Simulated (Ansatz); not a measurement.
Complex (SMILES): P (PH3) with C=CC, atoms 1 to 4 the first; geometry from B3LYP-D3(BJ)/def2-TZVP, monomers rigid:
```xyz
13

P      0.4442    -0.4223     0.3046
H      0.2621     0.7353    -0.4988
H      0.7948    -1.2422    -0.7963
H     -0.9247    -0.7834     0.2510
C     -0.0432    -3.6975     1.6336
C      0.9750    -4.0317     0.8507
H      0.0989    -3.0806     2.5137
H     -1.0528    -4.0263     1.4233
H      0.7829    -4.6498    -0.0227
C      2.3962    -3.6209     1.0661
H      2.4993    -2.9889     1.9485
H      3.0415    -4.4957     1.1882
H      2.7785    -3.0668     0.2040
```

Basis-set convergence of the counterpoise-corrected interaction energy at PBE0 with Ansatz (an electronic-structure program). Cartesian d functions, on some or all atoms, in 6-31G**, 6-311G**, 6-311+G**; all else is spherical. The program fits the integrals of some runs and decomposes those of others, by size. No added dispersion term, no relativity. Functions are those of the species that has most. Reference: the value in aug-pcseg-3, -0.38 kcal/mol. Deviations are taken from unrounded values.

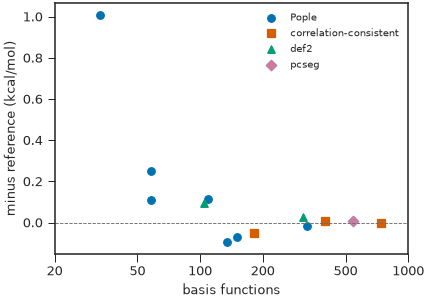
Fig. 1. Deviation from the reference against the number of basis functions, by family of sets.

| basis | functions | counterpoise-corrected interaction energy (kcal/mol) | minus reference (kcal/mol) |
|---|---|---|---|
| STO-3G | 33 | 0.63 | 1.01 |
| 3-21G | 58 | -0.27 | 0.11 |
| 6-31G | 58 | -0.14 | 0.25 |
| def2-SVP | 105 | -0.29 | 0.09 |
| 6-31G** | 109 | -0.27 | 0.12 |
| 6-311G** | 135 | -0.48 | -0.10 |
| 6-311+G** | 151 | -0.45 | -0.07 |
| aug-cc-pV(D+d)Z | 182 | -0.43 | -0.05 |
| def2-TZVPPD | 312 | -0.36 | 0.03 |
| 6-311++G(3df,3pd) | 326 | -0.40 | -0.02 |
| aug-cc-pV(T+d)Z | 400 | -0.38 | 0.01 |
| pcseg-3 | 541 | -0.38 | 0.01 |
| aug-cc-pV(Q+d)Z | 743 | -0.39 | 0.00 |
